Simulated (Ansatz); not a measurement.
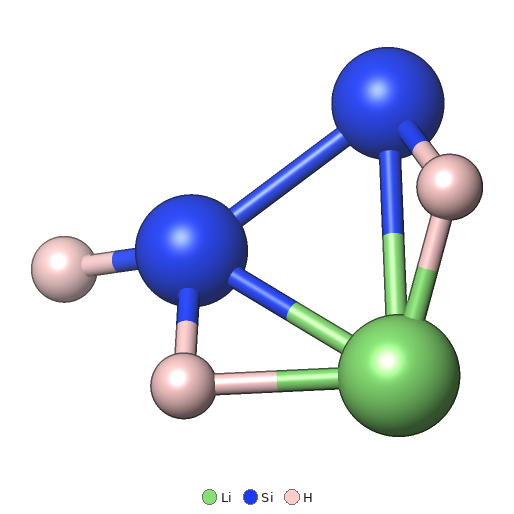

Rendered structure (ball-and-stick style). Every bond is drawn as one stick, whatever its order.

Identify the structure.

It has 6 atoms: 3 hydrogen, 1 lithium and 2 silicon (H3LiSi2). This geometry has C1 symmetry. Coordination, clear cases only: 1 Si trigonal pyramidal.

More results for the same structure follow; atom numbers are the same in all pictures, views and colours differ. The computed structure is the end point of a PBE0-D4/def2-TZVP optimisation. No frequency run is at hand to confirm it as a minimum.

**Shape**

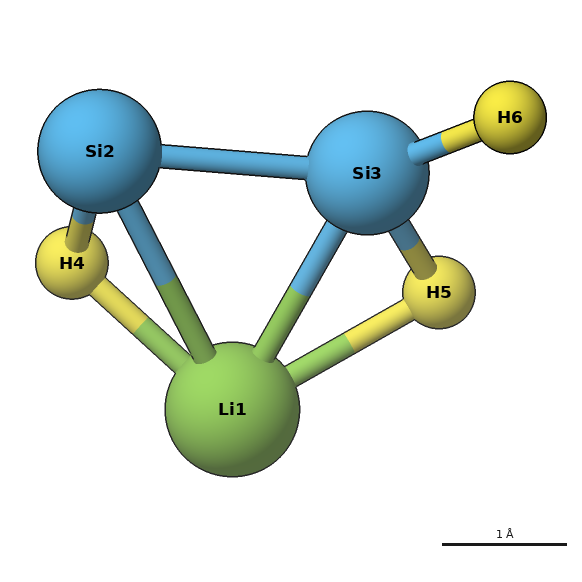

The atoms are numbered. No frequency run is at hand to confirm it as a minimum.

List the bonds and their lengths.

```csv
bond,length (Å)
Li1–Si2,2.657
Li1–Si3,2.388
Li1–H4,1.768
Li1–H5,1.935
Si2–Si3,2.206
Si2–H4,1.575
Si3–H5,1.536
Si3–H6,1.484
```

**Dipole moment**

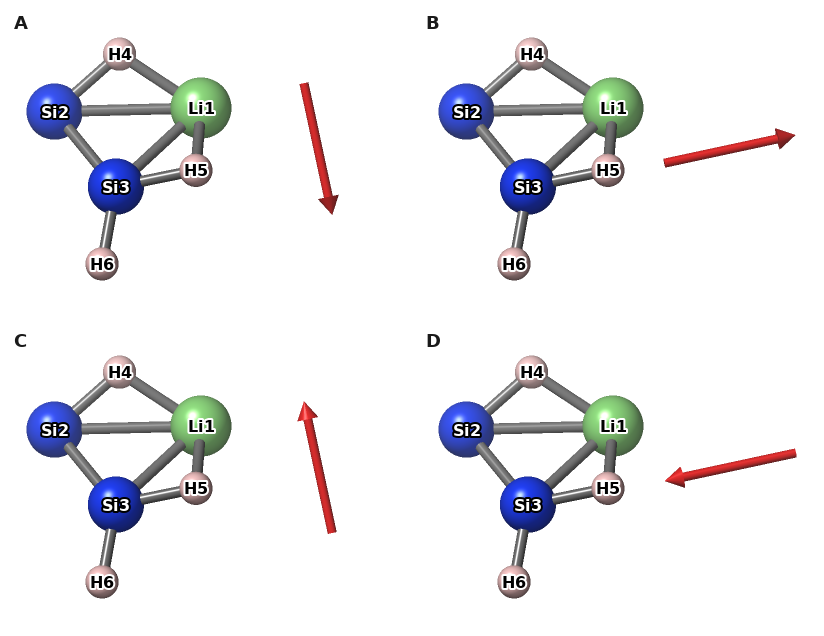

The same molecule four times, each with an arrow. No frequency run is at hand to confirm it as a minimum. Method: RKS PBE0-D4/def2-TZVP (Ansatz 0.2.0).

**Which arrow points along the dipole moment, from the negative to the positive end?**

B. The dipole moment is 5.40 D; it points from the side of Si2, H6 to the side of Li1 (the outermost atoms at the two ends).

**Electronic properties**

No frequency run is at hand to confirm it as a minimum. Properties computed with RKS PBE0-D4/def2-TZVPP (Ansatz 0.2.0).

Computed properties:

- HOMO energy (Kohn–Sham orbital): −5.53 eV
- LUMO energy (Kohn–Sham orbital): −1.37 eV
- HOMO–LUMO gap: 4.15 eV

**Charges**

The questions are on Mulliken charges. No frequency run is at hand to confirm it as a minimum. Properties computed with RKS PBE0-D4/def2-TZVP (Ansatz 0.2.0).

List the Mulliken charges.

| atom | value (e) |
| --- | --- |
| Li1 | 0.67 |
| Si2 | −0.21 |
| Si3 | −0.22 |
| H4 | −0.15 |
| H5 | −0.10 |
| H6 | 0.00 |

Mulliken values depend strongly on the basis set and can even reverse the polarity of a bond.
